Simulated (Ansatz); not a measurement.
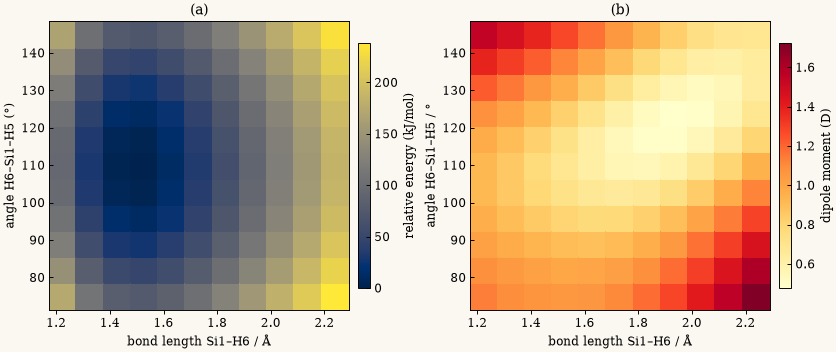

H₆Si₂Te, SMILES [SiH3][Te][SiH3]. The first coordinate is: bond length Si1–H6; the second: angle H6–Si1–H5. Nothing is relaxed (all other coordinates rigid). The scan uses an 11 × 11 grid. Points are written as (first, second). All energies are given in kJ/mol relative to the lowest grid point. The reference is spin-restricted, which grows unreliable where a bond is stretched far. All numbers below come from RKS PBE0-D4/def2-SVP in Ansatz.

Panel (a) is the energy; panel (b) is the computed dipole moment, in D.

The picture shows one coloured cell a grid point.

How does the dipole moment vary over the map, and what is it at the lowest grid point?

Leaving out the highest fifth of the energies, it runs from 0.48 D at (1.935 Å, 123.9°) to 1.47 D at (1.326 Å, 144.9°). At the lowest grid point, (1.529 Å, 109.9°), it is 0.69 D.
